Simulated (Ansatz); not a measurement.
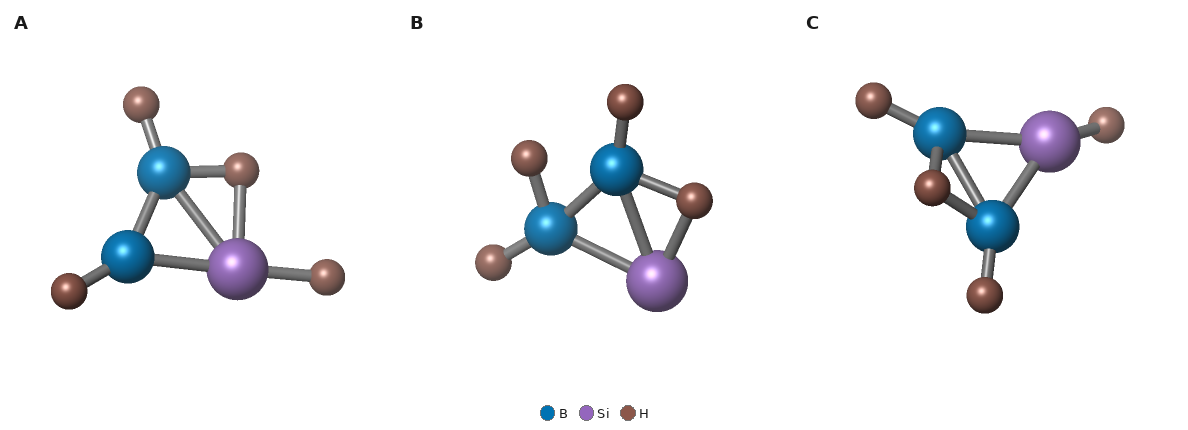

3 stationary structures of one formula. Geometries: PBE-D4/def2-SVP. Electronic energies: PBE-D4/def2-SVP (Ansatz 0.2.0), without zero-point energy. No frequency run is at hand to confirm each as a minimum. Each is one conformer, not always the lowest.

Rank them by energy, lowest first.

B is lowest (Cs); A lies 0.405 eV above it (Cs), C lies 0.565 eV above it (Cs).
